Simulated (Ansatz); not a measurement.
# CH7ClOSi2: two geometries relaxed

Aim: relax the geometries before and after the rotation by 120° about the O1–C2 bond, and see whether they are two minima and how far apart in energy. SMILES of the start: OC(Cl)[SiH2][SiH3].

All numbers below are computed with Ansatz 0.2.0 (RKS BLYP-D4/6-31G*).

## 1. Starting point

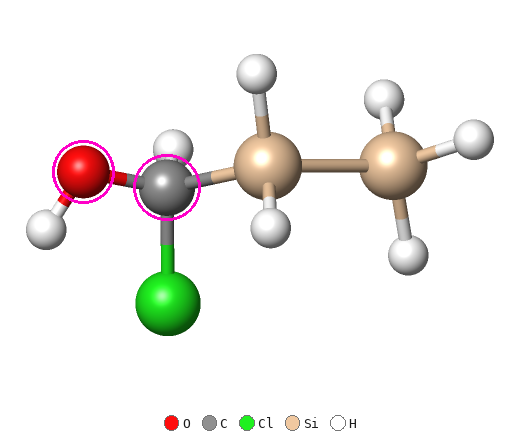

Start, viewed from a free direction; oxygen red, carbon grey, chlorine green, silicon light orange, hydrogen white. Ringed: O1, C2.

As a file:

```xyz
12

O    -2.3343    1.1042   -0.2864
C    -1.0293    0.8937    0.0622
Cl   -0.1234    2.2708   -0.6034
Si   -0.1981   -0.6823   -0.5367
Si    1.7267   -0.9956    0.5592
H    -2.3738    2.0558   -0.6930
H    -0.9448    0.9670    1.1574
H    -1.1198   -1.8350   -0.2241
H    -0.0567   -0.6801   -1.9696
H     1.4942   -0.9602    2.0694
H     2.6769    0.0938    0.2609
H     2.3593   -2.2874    0.2381
```

## 2. Relaxing end A

The input, input.yaml:

```yaml
crystal:
  periodic: [false, false, false]
  atoms:
    - { symbol: O, position_ang: [-2.3343, 1.1042, -0.2864] }
    - { symbol: C, position_ang: [-1.0293, 0.8937, 0.0622] }
    - { symbol: Cl, position_ang: [-0.1234, 2.2708, -0.6034] }
    - { symbol: Si, position_ang: [-0.1981, -0.6823, -0.5367] }
    - { symbol: Si, position_ang: [1.7267, -0.9956, 0.5592] }
    - { symbol: H, position_ang: [-2.3738, 2.0558, -0.693] }
    - { symbol: H, position_ang: [-0.9448, 0.967, 1.1574] }
    - { symbol: H, position_ang: [-1.1198, -1.835, -0.2241] }
    - { symbol: H, position_ang: [-0.0567, -0.6801, -1.9696] }
    - { symbol: H, position_ang: [1.4942, -0.9602, 2.0694] }
    - { symbol: H, position_ang: [2.6769, 0.0938, 0.2609] }
    - { symbol: H, position_ang: [2.3593, -2.2874, 0.2381] }
basis:
  gaussian: { orbitals: "6-31G*" }
hamiltonian:
  xc: blyp
  dispersion: d4
relax:
  f_tol: 0.015
  max_steps: 40
output:
  orbitals: {}
```

Command:

```
ansatz run input.yaml --threads 2 --pin off --max-ram 3072MiB --backend cpu --events-out ev --progress --plain --runs-dir out
```

What it wrote (excerpt; [...] marks lines left out):

```text
Warning: RAYON_NUM_THREADS=2 ignored (pool sized by the plan → 2); use --threads N
[...]
Functional definition: BLYP
[...]
1253 factors; their error is unknown
[...]
mean field -31471.57173239 eV, -1156.5589289677 hartree, gradient 2.3e-5 eV, S^2 0.000000; 0 other end points of the search recorded, 0 dependent functions left out
[...]
reference -31471.57209655 eV, -1156.5589423503 hartree; 33, 33 occupied and 68, 68 virtual orbitals, 1253 factors
relax step   1: F+E_penalty+E_count = -31472.24285782 eV  Δ(F+E_penalty+E_count) = +0.000e0 eV  max|allowed force component| = 2.352e0 eV/Å  Δτ_max = 0.0000 Å  (28 SCF iters, accepted)
[...]
relax step   4: F+E_penalty+E_count = -31472.81459523 eV  Δ(F+E_penalty+E_count) = -2.569e-2 eV  max|allowed force component| = 1.695e0 eV/Å  Δτ_max = 0.1521 Å  (34 SCF iters, accepted)
[...]
relax step   7: F+E_penalty+E_count = -31472.92128268 eV  Δ(F+E_penalty+E_count) = -1.466e-2 eV  max|allowed force component| = 1.291e-1 eV/Å  Δτ_max = 0.0745 Å  (29 SCF iters, accepted)
[...]
relax step  10: F+E_penalty+E_count = -31472.92890785 eV  Δ(F+E_penalty+E_count) = -1.112e-3 eV  max|allowed force component| = 6.707e-2 eV/Å  Δτ_max = 0.0635 Å  (28 SCF iters, accepted)
[...]
relax step  13: F+E_penalty+E_count = -31472.93057374 eV  Δ(F+E_penalty+E_count) = -4.103e-4 eV  max|allowed force component| = 2.859e-2 eV/Å  Δτ_max = 0.0280 Å  (30 SCF iters, accepted)
[...]
relax step  14: F+E_penalty+E_count = -31472.93070923 eV  Δ(F+E_penalty+E_count) = -1.355e-4 eV  max|allowed force component| = 1.343e-2 eV/Å  Δτ_max = 0.0230 Å  (30 SCF iters, accepted)
1253 factors; their error is unknown
[...]
mean field -31472.27549844 eV, -1156.5847918932 hartree, gradient 2.3e-5 eV, S^2 0.000000; 1 other end points of the search recorded, 0 dependent functions left out
[...]
reference -31472.27587641 eV, -1156.5848057832 hartree; 33, 33 occupied and 68, 68 virtual orbitals, 1253 factors
Total energy: -31472.93108719 eV, -1156.6088843355 hartree
Atom 0 at    -2.236790     1.133468    -0.718402 Å, force    -0.003288    -0.004579    -0.009934 eV/Å
Atom 1 at    -1.075872     0.925941     0.015368 Å, force     0.008897    -0.007486    -0.000935 eV/Å
Atom 2 at     0.201207     2.339099    -0.275556 Å, force     0.003838     0.003921     0.000540 eV/Å
Atom 3 at    -0.228098    -0.710423    -0.557782 Å, force    -0.008494     0.007621    -0.008916 eV/Å
Atom 4 at     1.819617    -0.989450     0.575098 Å, force     0.002265     0.001092     0.013427 eV/Å
Atom 5 at    -2.726149     1.898170    -0.338218 Å, force    -0.000547     0.004740     0.006186 eV/Å
Atom 6 at    -1.227191     0.998458     1.105019 Å, force    -0.001010    -0.002789     0.002616 eV/Å
Atom 7 at    -1.176905    -1.828805    -0.239369 Å, force     0.004004    -0.002578     0.004086 eV/Å
Atom 8 at    -0.061904    -0.631408    -2.039826 Å, force     0.000064    -0.000252    -0.000141 eV/Å
Atom 9 at     1.632001    -0.683767     2.030281 Å, force     0.002447    -0.001169    -0.002751 eV/Å
Atom 10 at     2.880809    -0.094212     0.023797 Å, force    -0.005341    -0.001321    -0.003163 eV/Å
Atom 11 at     2.276177    -2.412370     0.453590 Å, force    -0.002836     0.002800    -0.001014 eV/Å
Dipole moment:    -0.344750    -0.118162     0.270982 e Å
```

Run time: 43 s. Hardware: 2 threads of Arm Neoverse V1, shared host; peak memory 0.15 GiB.

Relaxation path:

```
step  energy from step 1 (eV)  largest force component (eV/Å)
   1                   0.0000                          2.3516
   2                  -0.4518                          0.8190
   3                  -0.5461                          0.4821
   4                  -0.5717                          1.6951
   5                  -0.6181                          0.6141
   6                  -0.6638                          0.4869
   7                  -0.6784                          0.1291
   8                  -0.6829                          0.0808
   9                  -0.6849                          0.0607
  10                  -0.6861                          0.0671
  11                  -0.6868                          0.0737
  12                  -0.6873                          0.0522
  13                  -0.6877                          0.0286
  14                  -0.6879                          0.0134
```

Step 1 is the start.

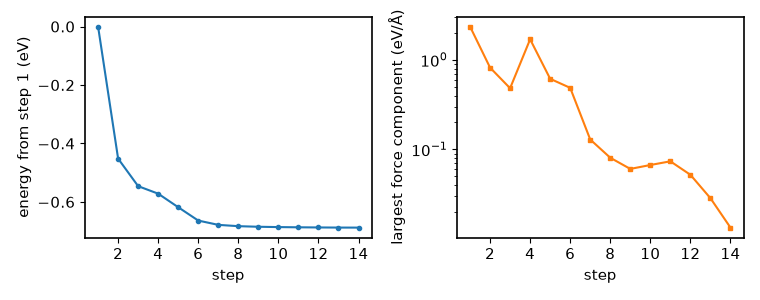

How energy and force went from step to step.

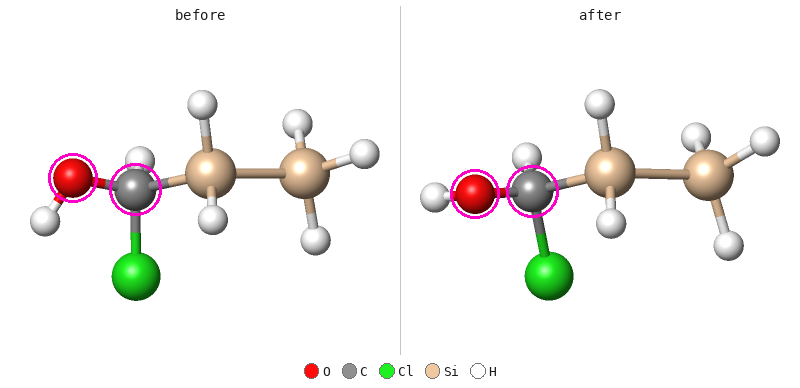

The structure before (left) and after (right), drawn at the same scale.

After: Bond lengths: O1–C2 1.389 Å, C2–Cl3 1.927 Å, C2–Si4 1.930 Å, Si4–Si5 2.357 Å, O1–H6 0.984 Å, C2–H7 1.102 Å, Si4–H8 1.501 Å, Si4–H9 1.493 Å, Si5–H10 1.499 Å, Si5–H11 1.494 Å, Si5–H12 1.499 Å. Angles (14 of 19 angles, heavy atoms first): O1–C2–Cl3 111.4°, O1–C2–Si4 109.7°, Cl3–C2–Si4 106.6°, C2–Si4–Si5 109.8°, O1–C2–H7 113.4°, Cl3–C2–H7 101.1°, Si4–C2–H7 114.2°, C2–O1–H6 109.1°, C2–Si4–H8 106.9°, C2–Si4–H9 107.4°, Si5–Si4–H8 111.0°, Si5–Si4–H9 112.7°, Si4–Si5–H10 109.5°, Si4–Si5–H11 111.6°.

## 3. End point B

The second end starts from a geometry with the move made by hand.

The input, input.yaml:

```yaml
crystal:
  periodic: [false, false, false]
  atoms:
    - { symbol: O, position_ang: [-2.3343, 1.1042, -0.2864] }
    - { symbol: C, position_ang: [-1.0293, 0.8937, 0.0622] }
    - { symbol: Cl, position_ang: [-0.57528, -0.65672, -0.67952] }
    - { symbol: Si, position_ang: [-0.60783, 0.79898, 1.89161] }
    - { symbol: Si, position_ang: [1.60695, 0.93648, 2.17415] }
    - { symbol: H, position_ang: [-2.3738, 2.0558, -0.693] }
    - { symbol: H, position_ang: [-0.41008, 1.66327, -0.42391] }
    - { symbol: H, position_ang: [-1.25143, 1.98112, 2.573] }
    - { symbol: H, position_ang: [-1.19953, -0.36464, 2.49913] }
    - { symbol: H, position_ang: [2.15822, 2.1822, 1.48111] }
    - { symbol: H, position_ang: [2.28237, -0.21786, 1.54967] }
    - { symbol: H, position_ang: [1.99484, 1.01072, 3.59403] }
basis:
  gaussian: { orbitals: "6-31G*" }
hamiltonian:
  xc: blyp
  dispersion: d4
relax:
  f_tol: 0.015
  max_steps: 40
output:
  orbitals: {}
```

Command:

```
ansatz run input.yaml --threads 2 --pin off --max-ram 3072MiB --backend cpu --events-out ev --progress --plain --runs-dir out
```

What it wrote (excerpt; [...] marks lines left out):

```text
Warning: RAYON_NUM_THREADS=2 ignored (pool sized by the plan → 2); use --threads N
[...]
[... 1 set-up line as earlier in the session ...]
[...]
1253 factors; their error is unknown
[...]
mean field -31471.62603169 eV, -1156.5609244302 hartree, gradient 2.6e-5 eV, S^2 0.000000; 0 other end points of the search recorded, 0 dependent functions left out
[...]
reference -31471.62640038 eV, -1156.5609379796 hartree; 33, 33 occupied and 68, 68 virtual orbitals, 1253 factors
relax step   1: F+E_penalty+E_count = -31472.29639522 eV  Δ(F+E_penalty+E_count) = +0.000e0 eV  max|allowed force component| = 2.708e0 eV/Å  Δτ_max = 0.0000 Å  (28 SCF iters, accepted)
[...]
relax step   4: F+E_penalty+E_count = -31472.84709464 eV  Δ(F+E_penalty+E_count) = -7.002e-2 eV  max|allowed force component| = 6.292e-1 eV/Å  Δτ_max = 0.2000 Å  (35 SCF iters, accepted)
[...]
Atom 2 at    -0.215255    -0.288586    -0.867412 Å, force    -0.000627     0.003517    -0.001968 eV/Å
Atom 3 at    -0.628589     0.922192     1.946455 Å, force    -0.004738    -0.000820     0.003400 eV/Å
Atom 4 at     1.713464     0.827728     2.194584 Å, force     0.005511    -0.000712     0.000552 eV/Å
Atom 5 at    -2.667446     1.368435    -1.010935 Å, force    -0.000443    -0.001450     0.001271 eV/Å
Atom 6 at    -0.593315     2.030137    -0.386366 Å, force    -0.003948    -0.009713     0.002274 eV/Å
Atom 7 at    -1.200538     2.098850     2.682017 Å, force     0.001300    -0.000783     0.000225 eV/Å
Atom 8 at    -1.312480    -0.318348     2.419693 Å, force     0.000805     0.002471    -0.000350 eV/Å
Atom 9 at     2.348308     1.895616     1.355955 Å, force    -0.000414    -0.006534     0.005088 eV/Å
Atom 10 at     2.254418    -0.502485     1.781755 Å, force    -0.002173     0.008642     0.002941 eV/Å
Atom 11 at     2.083118     1.077788     3.626273 Å, force    -0.002267    -0.001575    -0.008743 eV/Å
Dipole moment:    -0.132646     0.432960    -0.050884 e Å
```

Run time: 38 s. Hardware: 2 threads of Arm Neoverse V1, shared host; peak memory 0.15 GiB.

Relaxation path:

```
step  energy from step 1 (eV)  largest force component (eV/Å)
   1                   0.0000                          2.7079
   2                  -0.3813                          0.9246
   3                  -0.4807                          0.4154
   4                  -0.5507                          0.6292
   5                  -0.5772                          1.3181
   6                  -0.6235                          0.1441
   7                  -0.6313                          0.0858
   8                  -0.6314                          0.1055
   9                  -0.6336                          0.0411
  10                  -0.6338                          0.0410
  11                  -0.6342                          0.0237
  12                  -0.6343                          0.0097
```

Step 1 is the start.

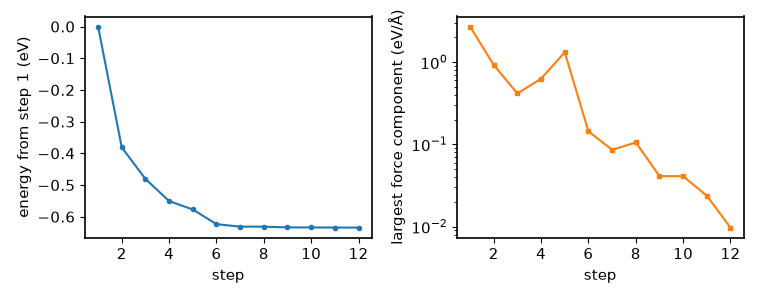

Energy and largest force along the relaxation.

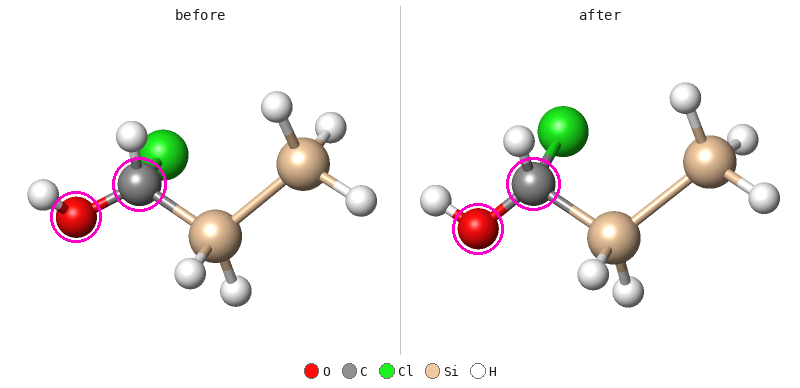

The structure before (left) and after (right), drawn at the same scale.

After: Bond lengths: O1–C2 1.389 Å, C2–Cl3 1.928 Å, C2–Si4 1.929 Å, Si4–Si5 2.357 Å, O1–H6 0.984 Å, C2–H7 1.103 Å, Si4–H8 1.501 Å, Si4–H9 1.494 Å, Si5–H10 1.499 Å, Si5–H11 1.494 Å, Si5–H12 1.500 Å. Angles (14 of 19 angles, heavy atoms first): O1–C2–Cl3 111.4°, O1–C2–Si4 109.9°, Cl3–C2–Si4 106.5°, C2–Si4–Si5 109.5°, O1–C2–H7 113.4°, Cl3–C2–H7 101.1°, Si4–C2–H7 114.0°, C2–O1–H6 109.1°, C2–Si4–H8 107.0°, C2–Si4–H9 107.5°, Si5–Si4–H8 111.0°, Si5–Si4–H9 112.9°, Si4–Si5–H10 109.5°, Si4–Si5–H11 111.5°.

## 4. Outcome

| quantity | value |
| --- | --- |
| end A | 13 moves, 0.688 eV lower |
| end B | 11 moves, 0.634 eV lower |
| largest difference between the ends | 0.02 Å |
| end B relative to end A | -0.000 eV |

In words: The two relaxations end at one structure, within 0.02 Å: no second minimum was found from this start, which doesn't rule one out.
